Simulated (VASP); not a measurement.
Band structure of Cu$_{3}$N (space group Pm-3m). All values below come from PBEsol GGA, VASP's PBE PAW potentials (set 64) (plane waves; VASP 6.6.1).

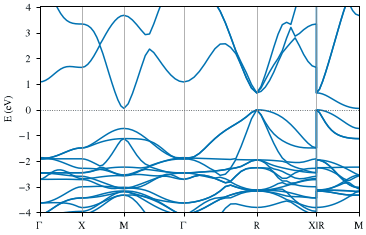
Figure: Bands along high-symmetry lines, zero at the valence-band maximum or, without a gap, the Fermi level

Question: Read the plot: is there a gap, and where are the band edges?

Answer: The gap is indirect, 0.05 eV, from the valence maximum at R to the conduction minimum at M. (Edges off the drawn lines would not show.)

The structure comes from a computed database's Cu3N entry (Pm-3m); how it stands against other phases isn't given here. It was relaxed first.
